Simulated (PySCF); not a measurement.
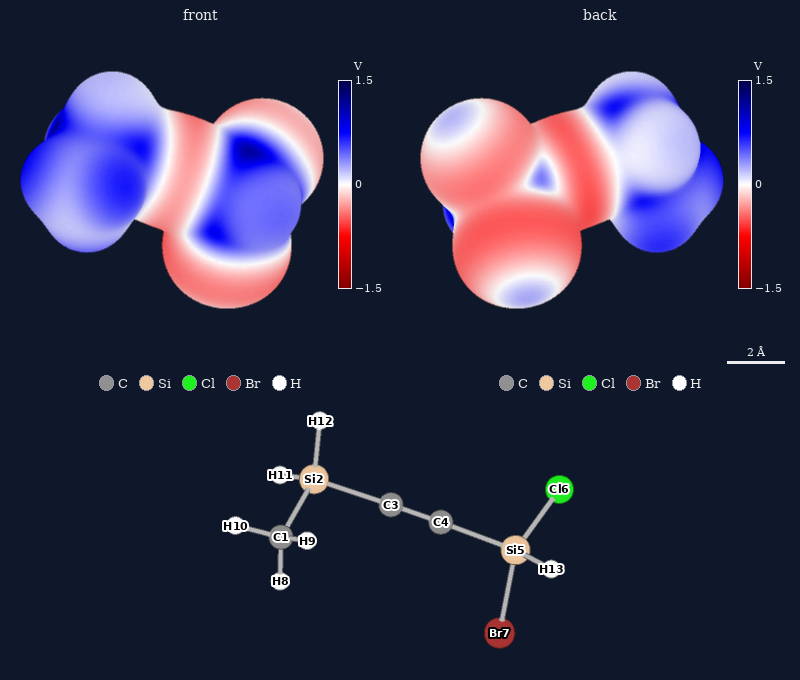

The picture shows: C3H6BrClSi2. The molecular electrostatic potential painted on the density surface at 0.001 e/bohr³, seen from the front and from behind; red is negative and blue positive. The bare structure is drawn below in the same view.

Geometry: GFN2-xTB.

These are results of CAM-B3LYP/def2-SVPD, SCF density, gas phase in PySCF 2.14.0, not measurements.

Input file:

```
{"job": {"kind": "uv", "xc": "CAM-B3LYP", "basis": "def2-SVPD", "nstates": 8, "ntriplets": 3}, "charge": 0, "multiplicity": 1}
C     -2.620767    -0.383286    -0.061645
Si    -1.429992     0.943852    -0.706566
C      0.275461     0.465580    -0.140349
C      1.380649     0.135481     0.227617
Si     3.065767    -0.398246     0.739992
Cl     4.438073     1.002662     0.258748
Br     3.473284    -2.268951    -0.393455
H     -2.352346    -1.368832    -0.432755
H     -2.613046    -0.427120     1.024491
H     -3.640489    -0.178247    -0.376091
H     -1.409472     0.992850    -2.171774
H     -1.724333     2.259311    -0.124785
H      3.152823    -0.774569     2.138844
```

Run with:

```sh
OMP_NUM_THREADS=1 python probes_run.py task.json out
```

Q: Describe the electrostatic potential map.

A: The most negative region (about −0.5 V) lies over C3, C4 and Br7, the most positive (about +1.1 V) over Si2 and Si5. Cl6 shows a σ-hole: about +0.2 V at the tip opposite its bond, against about −0.3 V on its flanks. Br7 shows a σ-hole: about +0.2 V at the tip opposite its bond, against about −0.4 V on its flanks.

Q: What dipole moment does the calculation give?

A: Its dipole moment is 2.49 D.
